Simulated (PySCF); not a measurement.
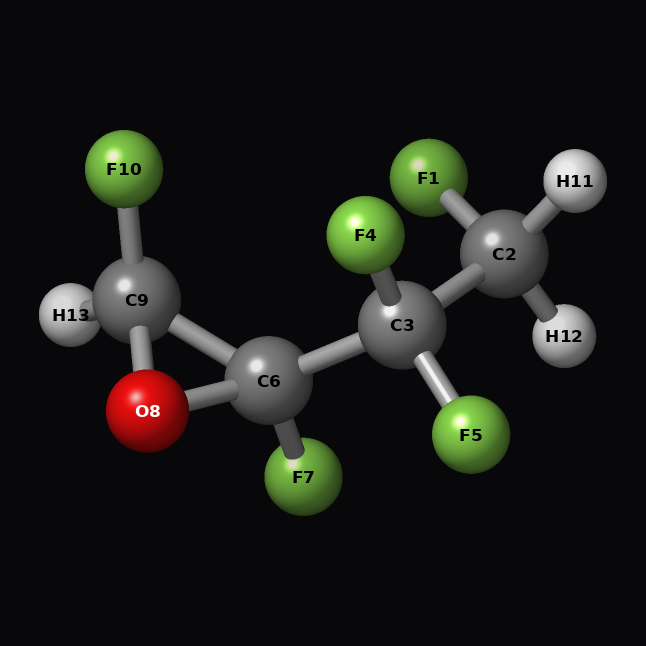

Atoms carry their numbers in the input. The computed structure is the end point of a GFN2-xTB optimisation. No frequency run is at hand to confirm it as a minimum.

Which atoms are bonded, and how long are the bonds?

| bond | length (Å) | order |
| --- | --- | --- |
| F1–C2 | 1.362 | single |
| C2–C3 | 1.536 | single |
| C2–H11 | 1.094 | single |
| C2–H12 | 1.094 | single |
| C3–F4 | 1.348 | single |
| C3–F5 | 1.357 | single |
| C3–C6 | 1.528 | single |
| C6–F7 | 1.357 | single |
| C6–O8 | 1.374 | single |
| C6–C9 | 1.465 | single |
| O8–C9 | 1.383 | single |
| C9–F10 | 1.338 | single |
| C9–H13 | 1.085 | single |
